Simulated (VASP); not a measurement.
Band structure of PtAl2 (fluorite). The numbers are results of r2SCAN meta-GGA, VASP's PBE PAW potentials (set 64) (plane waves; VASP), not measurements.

Unless said otherwise, spin-orbit coupling is left out, though it shifts the bands of the heavy elements here.

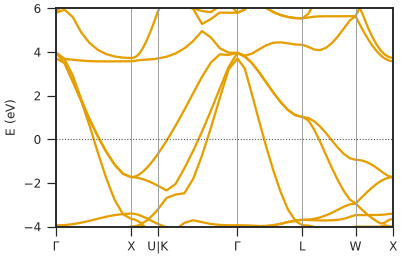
Figure. Bands along high-symmetry lines, zero at the valence-band maximum or, without a gap, the Fermi level

Read the plot: is there a gap, and where are the band edges?

It has no gap at this level: it comes out as a metal or semimetal.

The compound is PtAl2 in the fluorite structure. It was relaxed first.
